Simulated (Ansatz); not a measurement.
## Nudged elastic band of AlSiH7O3 (part 2 of 2)

Continued. System: AlSiH7O3. Method: RKS PBE-D4/6-31G* (Ansatz 0.2.0). The run did not end well. One setting was made poor on purpose. It belongs to a series of runs on one base structure; here: band between the two ends.

Geometry of the input (Å):
```
Al -0.1724  0.2594  0.3325
O  -0.6195  0.1553  2.0227
Si -1.5076  -0.7476  3.0849
H  -2.4389  -1.7038  2.3866
H  -0.6179  -1.5598  3.9864
H  -2.3408  0.1482  3.9604
O  1.5169  -0.0524  -0.0511
H  1.7463  -0.7207  -0.7185
H  -1.3021  0.0261  -0.7717
O  0.3713  2.1778  0.5405
H  1.3266  2.0026  0.3386
H  0.3111  2.2997  1.5162
```

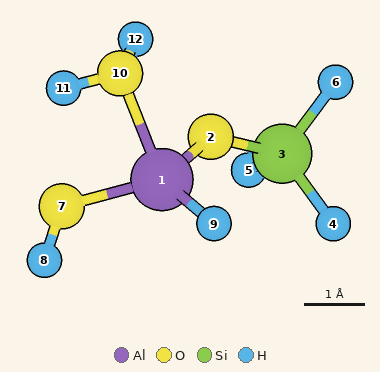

*The starting structure (ball-and-stick view, seen at a tilt; atoms are numbered from 1 in the order of the input). Sticks mark near contacts.*

```
Unfinished report: {"positions_ang":[[0.06244886759481204,0.3455639344975777,0.07570204549683857],[-0.17425328043841742,0.10937865685051124,1.913995238846508],[-1.3490809245820383,-0.5109840703943636,2.9678201950664302],[-2.2600889689272776,-1.4391781109611255,2.2129824688243156],[-0.633827252161199,-1.253108430248382,4.057123912516847],[-2.164914802437221,0.6048029723263757,3.5731100488185823],[1.6074536919216822,-0.06852714202681297,-0.5809657459176201],[1.7646130498423838,-0.9687486892962643,-0.8777186395812517],[-1.3075607143724595,-0.09047366177035046,-0.6058649873825204],[0.08691174910693368,2.1127998630254186,0.732603230837675],[0.7414443731152662,2.159396382323799,1.4600584746170748],[-0.10024678866246475,1.2838773056736175,1.6986547678571204]],"unchecked":["starts","cluster_reference","orbital_swaps","neighbouring_geometries","increment"],"mean_field":{"relativity":"none","state":{"energy":{"ev":-20716.569412222376,"hartree":-761.3198837040796},"converged":true,"gradient_ev":0.000018383426948195216,"stability":{"kind":"minimum","curvature_ev":80.47563822964625},"curvature_floor_ev":0.00030000000000000003,"spin_squared":3.552713678800501e-15},"others":[],"fillings":{"estimated":0,"unestimated":0,"tried":0,"untried":0,"excluded_magnetic_sites":0},"n_dropped_functions":0,"n_trapped_functions":0,"passes":{"evaluations":5,"products":30},"factors":{"origin":"density fitting in generated functions","count":1139,"bound_ev":null},"gradient_stop_ev":0.00009,"reference_kind":"stationary","functional":{"name":"PBE","citations":["Perdew, Burke & Ernzerhof, Phys. Rev. Lett. 77, 3865 (1996) doi:10.1103/PhysRevLett.77.3865"],"text":"name \"PBE\"\ncite \"Perdew, Burke & Ernzerhof, Phys. Rev. Lett. 77, 3865 (1996) doi:10.1103/PhysRevLett.77.3865\"\nparent pbe\nparameter kappa = 0.804\nparameter beta = 0.06672455060314922\nexchange = pbe_x(kappa = kappa, mu = beta*pi^2/3)\ncorrelation = pbe_c(beta = beta)\n","parameters":{"beta":{"value":0.06672455060314922,"default":0.06672455060314922},"kappa":{"value":0.804,"default":0.804}},"final_grid":{"core_spheres":13.0,"valence_spheres":11.0,"degree":36.0},"final_grid_parameter_source":"default","radial_points_factor":1.0,"radial_grid_error_ev":3.125828648923977e-7,"grid_sensitivity":"normal","grid_sensitivity_ratio":0.001870803151768979},"unsmoothed_excess_ev":-0.00005229805057708391,"symmetry":{"irreps":["A"],"axes":[[0.9999325653363378,0.008652935440922174,0.007745417235123822],[-0.008669399596114867,0.9999602262503116,0.002094618836219842],[-0.007726984569274328,-0.0021616257033530446,0.9999678100237954]],"occupied":[{"A":29},{"A":29}]},"density_repulsion":{"missed_ev":0.00013680611251859476,"excess_ev":0.00013680611251859476,"most_excess_ev":0.000754,"are_drawn_again":false,"n_first_factors":1139,"energy_change_ev":0.0,"n_dropped_ends":0},"direct_passes":"host"},"factors":{"origin":"density fitting in generated functions","count":1139,"bound_ev":null},"n_frozen":0,"n_occupied":[29,29],"n_virtual":[68,68],"reference":{"ev":-20716.569412222376,"hartree":-761.3198837040796},"dispersion":{"energy":{"ev":-0.23526308999736542,"hartree":-0.008645759090353297},"switches_in_reach":[]},"total":{"ev":-20716.804675312374,"hartree":-761.3285294631701},"forces_ev_per_angstrom":[[-0.053533578252486544,-0.09213687760282277,-0.8237573319286359],[0.1209451229755641,-0.04703067786684063,0.7333864454455497],[-0.09446773255671921,-0.18594477080055039,0.029837480906576584],[0.08809796979918465,0.06827223851104607,0.07318497928666202],[-0.07956645324832735,0.01575667386147466,-0.007018702749309108],[0.15842430417355577,-0.0629236437135792,-0.12269721195065202],[0.0025249401510901107,0.5366407936967333,0.34169142011736414],[0.08336420081986844,-0.5498134289358555,-0.22822440416788523],[-0.0522863991768054,0.05350676594568816,-0.10251677951550567],[0.048798066757774414,-0.3184637437432727,0.7475253574617838],[1.638182436221942,1.575204030695105,-0.8143362234422509],[-1.8604828776666973,-0.993067360037619,0.1729249705403433]],"charge_distribution":{"dipole_moment_e_ang":[-0.05022951409620032,-0.26355715839746247,0.5374256335545174],"mulliken_charges_e":[0.6326667191590172,-0.6973380020635496,0.5058150640352963,-0.04351562916134055,-0.04796204099509471,-0.051929912976800274,-0.7010216580024426,0.40393065108316917,-0.10834360657291642,-0.6908801287913278,0.40118963622919646,0.3973889080567977],"lowdin_charges_e":[-0.15926465922642308,-0.2752170618759511,0.36975651195106884,-0.04569046048407244,-0.06209995706424509,-0.05973927748501251,-0.30142093097214584,0.29625660595283365,-0.0824980815821379,-0.35636870156738887,0.30757834429774955,0.36870766805575295]},"n_threads":2,"memory_gib":2.556818182580173,"seconds":{"hamiltonian":2.079029327,"orbitals":0.0,"second_order":0.0,"solver_start":0.0,"cycles":0.0,"cycle":0.0,"perturbative":0.0,"full_ci_increment":0.0,"forces":0.0}}
this run last wrote the band of iteration 3 to [file]
Error: NEB band did not converge after 3 iterations: max|band force component| = 2.05e0 eV/Å (threshold 5.0e-2); raise `neb.max_iterations` in a new run, which can start from the last band evaluated (`neb.initial_path`, with `crystal.atoms` and `neb.final_atoms` set to its first and last images), add images, or start from endpoints closer to local minima. Where this run's directory can be resumed (`checkpoint.write`), a resume goes on for up to `neb.max_iterations` more; to start a new run from the last band, take its images' positions from the `neb_iteration` event of iteration 3 (`data.images[].positions_ang`), in the event stream of the run that computed that iteration (not this run's, if it was resumed behind it). With `checkpoint.write`, `steps/00-neb/state/checkpoint.json` in the run directory holds the last saved band, under `neb.evaluated.images[].positions_ang` (a band under a hybrid functional on support functions is neither saved nor resumed: `neb.initial_path` says where its path is): check the last entry of `neb.iterations` there, which is earlier than 3 if that iteration was not saved or its write failed. If the band's step has no `state` directory and holds `state.next`, a write was cut short, and the file is under `state.next` instead (behind a loss of power it can be under `state.prev`)
this run wrote the band of iteration 3 to [file] as well, whether or not its events were kept: a new run's `neb.initial_path` can list its `images[].positions_ang`
a run's events are kept only if it was started with --events-out <file>, and are in that file
```

The last band as extended XYZ (Å, eV, eV/Å):
```
12
Properties=species:S:1:pos:R:3:forces:R:3 image=0 energy=-20718.16975
Al   -0.1724    0.2594    0.3325    0.0130  -0.0074  -0.0131
O    -0.6195    0.1553    2.0227   -0.0238  -0.0219   0.0230
Si   -1.5076   -0.7476    3.0849    0.0185   0.0190  -0.0112
H    -2.4389   -1.7038    2.3866   -0.0009  -0.0025   0.0007
H    -0.6179   -1.5598    3.9864   -0.0007  -0.0007  -0.0024
H    -2.3408    0.1482    3.9604    0.0003   0.0006   0.0006
O     1.5169   -0.0524   -0.0511   -0.0160   0.0030  -0.0003
H     1.7463   -0.7207   -0.7185    0.0038  -0.0037   0.0003
H    -1.3021    0.0261   -0.7717    0.0025  -0.0003   0.0004
O     0.3713    2.1778    0.5405    0.0028   0.0168   0.0004
H     1.3266    2.0026    0.3386    0.0024  -0.0016   0.0019
H     0.3111    2.2997    1.5162   -0.0018  -0.0013  -0.0003
12
Properties=species:S:1:pos:R:3:forces:R:3 image=1 energy=-20718.11962
Al   -0.1384    0.2350    0.2553   -0.0400   0.0209   0.2400
O    -0.4547    0.1167    2.0020    0.0501   0.0441  -0.2832
Si   -1.4474   -0.6866    3.0467   -0.0972  -0.0917   0.1165
H    -2.3848   -1.6267    2.3357   -0.0052   0.0018  -0.0011
H    -0.6549   -1.4963    4.0343    0.0178  -0.0111   0.0047
H    -2.2796    0.2875    3.8345   -0.0207   0.0090   0.0069
O     1.5202   -0.0442   -0.2077    0.0266   0.0594   0.0210
H     1.7725   -0.8142   -0.7405    0.0140  -0.0504  -0.0438
H    -1.3623   -0.0020   -0.7373   -0.0052  -0.0053  -0.0159
O     0.2903    2.1681    0.6200    0.0188  -0.1614   0.7705
H     1.2684    2.1015    0.5803    0.3859   0.0817  -0.4879
H     0.1436    2.0459    1.6043   -0.3450   0.1029  -0.3278
12
Properties=species:S:1:pos:R:3:forces:R:3 image=2 energy=-20717.87405
Al   -0.1039    0.2529    0.1821    0.1004  -0.0936   0.3731
O    -0.3005    0.1119    1.9857   -0.0418   0.0653  -0.4696
Si   -1.3762   -0.6258    3.0069   -0.1510  -0.1252   0.1457
H    -2.3052   -1.5534    2.2718   -0.0006   0.0015  -0.0145
H    -0.6668   -1.4262    4.0591    0.0527  -0.0172   0.0059
H    -2.2138    0.3980    3.7184   -0.0357   0.0414   0.0088
O     1.5285   -0.0433   -0.3332    0.0085   0.0551  -0.0238
H     1.7759   -0.8887   -0.7393    0.0237  -0.0585  -0.0396
H    -1.3945   -0.0095   -0.7084   -0.0388   0.0105  -0.0129
O     0.2276    2.1688    0.6642   -0.6420  -0.7928   1.9562
H     1.1676    2.0811    0.8991    1.1798   0.3537  -0.7547
H    -0.0658    1.8190    1.6210   -0.4553   0.5600  -1.1746
12
Properties=species:S:1:pos:R:3:forces:R:3 image=3 energy=-20717.26760
Al   -0.0271    0.2816    0.1228    0.1362   0.1013   0.2857
O    -0.1852    0.1416    1.9852   -0.0076   0.1231  -0.2536
Si   -1.3342   -0.5563    2.9806   -0.1213  -0.1523   0.1069
H    -2.2297   -1.4700    2.1944   -0.0076   0.0056   0.0051
H    -0.6779   -1.3524    4.0671    0.0348  -0.0017   0.0172
H    -2.1703    0.5127    3.6199   -0.0237   0.0285   0.0035
O     1.5809   -0.0760   -0.4234   -0.0611  -0.0690  -0.0148
H     1.7432   -0.9434   -0.8338    0.0317   0.0375  -0.0159
H    -1.3604   -0.0474   -0.6739   -0.0572  -0.0252  -0.0186
O     0.1148    2.1465    0.7051   -0.5043  -1.1519   2.0044
H     0.9589    2.0930    1.1825    1.9172   0.9803  -0.9218
H    -0.1400    1.5547    1.7010   -1.3371   0.1238  -1.1981
12
Properties=species:S:1:pos:R:3:forces:R:3 image=4 energy=-20716.80462
Al    0.0624    0.3456    0.0757   -0.0535  -0.0921  -0.8238
O    -0.1743    0.1094    1.9140    0.1209  -0.0470   0.7334
Si   -1.3491   -0.5110    2.9678   -0.0945  -0.1859   0.0298
H    -2.2601   -1.4392    2.2130    0.0881   0.0683   0.0732
H    -0.6338   -1.2531    4.0571   -0.0796   0.0158  -0.0070
H    -2.1649    0.6048    3.5731    0.1584  -0.0629  -0.1227
O     1.6075   -0.0685   -0.5810    0.0025   0.5366   0.3417
H     1.7646   -0.9687   -0.8777    0.0834  -0.5498  -0.2282
H    -1.3076   -0.0905   -0.6059   -0.0523   0.0535  -0.1025
O     0.0869    2.1128    0.7326    0.0488  -0.3185   0.7475
H     0.7414    2.1594    1.4601    1.6382   1.5752  -0.8143
H    -0.1002    1.2839    1.6987   -1.8605  -0.9931   0.1729
12
Properties=species:S:1:pos:R:3:forces:R:3 image=5 energy=-20717.43397
Al    0.0606    0.3707    0.0399    0.2026   0.1120   0.1818
O    -0.1247    0.0776    1.9876   -0.1306   0.4325  -0.1971
Si   -1.3500   -0.5324    2.9884   -0.0304  -0.0945   0.0582
H    -2.2579   -1.4303    2.2099   -0.0131  -0.0419   0.0165
H    -0.6916   -1.2744    4.1036   -0.0422  -0.0817   0.0668
H    -2.1334    0.6190    3.5475    0.0158  -0.0141  -0.0307
O     1.6310   -0.0717   -0.5541   -0.0546  -0.0412   0.0758
H     1.7597   -0.9861   -0.8680   -0.0216   0.1161  -0.0019
H    -1.3073   -0.0950   -0.6189   -0.0698   0.0239  -0.0705
O     0.0351    2.1038    0.7516   -0.2108  -0.5266   0.3283
H     0.8472    2.2996    1.2528    0.6704   0.5631  -0.5038
H    -0.1959    1.2040    1.7873   -0.3157  -0.4476   0.0767
12
Properties=species:S:1:pos:R:3:forces:R:3 image=6 energy=-20717.64581
Al    0.0555    0.3623    0.0630    0.1583   0.2030   0.2750
O    -0.1097    0.0714    2.0413   -0.1700   0.4119  -0.2656
Si   -1.3634   -0.5479    3.0084   -0.0529  -0.0441   0.0554
H    -2.2800   -1.3955    2.1873   -0.0219  -0.0392  -0.0066
H    -0.7671   -1.3512    4.1169    0.0125  -0.0504   0.0273
H    -2.1097    0.6177    3.5787   -0.0439  -0.0004   0.0134
O     1.6390   -0.0783   -0.4916   -0.0317   0.0337   0.0357
H     1.7639   -0.9672   -0.8663    0.0018   0.0072  -0.0340
H    -1.3060   -0.1287   -0.5939   -0.0540  -0.0342  -0.0403
O     0.0160    2.0816    0.7431   -0.0212  -0.2878   0.1275
H     0.8916    2.4549    0.9657    0.0899   0.1009  -0.2864
H    -0.1573    1.1657    1.8750    0.1332  -0.3007   0.0987
12
Properties=species:S:1:pos:R:3:forces:R:3 image=7 energy=-20717.73818
Al    0.0708    0.3689    0.1026   -0.0241   0.1885   0.0820
O    -0.1354    0.1019    2.0803    0.0003   0.2580  -0.0913
Si   -1.4015   -0.5503    3.0236   -0.0007  -0.0651   0.0247
H    -2.2872   -1.3842    2.1558   -0.0018   0.0142  -0.0176
H    -0.8021   -1.4030    4.0949    0.0064   0.0024   0.0235
H    -2.1691    0.5790    3.6352   -0.0094   0.0136  -0.0078
O     1.6443   -0.1055   -0.4515    0.0307   0.0281   0.0579
H     1.7511   -0.9756   -0.8710   -0.0148  -0.0263  -0.0396
H    -1.2925   -0.1547   -0.5396   -0.0100  -0.0617  -0.0146
O     0.0595    2.0789    0.7142   -0.2610  -0.2441   0.0740
H     0.8923    2.5723    0.6866    0.3170   0.1583  -0.1282
H    -0.0573    1.1571    1.9965   -0.0326  -0.2660   0.0370
12
Properties=species:S:1:pos:R:3:forces:R:3 image=8 energy=-20717.76472
Al    0.0874    0.3784    0.1383   -0.0004  -0.0042  -0.0213
O    -0.1387    0.1186    2.1142   -0.0257   0.0222   0.0167
Si   -1.4274   -0.5480    3.0302   -0.0032  -0.0045   0.0062
H    -2.3467   -1.2781    2.1081    0.0056  -0.0037   0.0006
H    -0.8490   -1.4846    4.0411   -0.0001   0.0014   0.0018
H    -2.1356    0.5813    3.7099   -0.0055  -0.0042   0.0013
O     1.6763   -0.1163   -0.3637    0.0142  -0.0073  -0.0123
H     1.7455   -0.9293   -0.8938   -0.0052  -0.0008  -0.0053
H    -1.2370   -0.2678   -0.4890    0.0029   0.0026   0.0001
O     0.0697    2.0878    0.6764   -0.0182  -0.0241  -0.0098
H     0.8608    2.6070    0.4444    0.0211   0.0274   0.0031
H    -0.0323    1.1358    2.1114    0.0145  -0.0048   0.0189
```

What the run reported:

- outcome: not converged
- barrier, forward (band not converged): 1.365 eV
- barrier, backward: 0.960 eV
- wall time: 47 s (CPU time 92 s)
- peak memory: 0.14 GiB

What went wrong:

The run did not converge: “NEB band did not converge after 3 iterations: max|band force component| = 2.05e0 eV/Å (threshold 5.0e-2); raise `neb.max_iterations` in a new run, which can start from the last band evaluated (`neb.initial_path`, with `crystal.atoms` and `neb.final_atoms` set to its first and last images), add images, or start from endpoints closer to local minima …” Its last values are not results. A deliberately poor setting: few iterations.
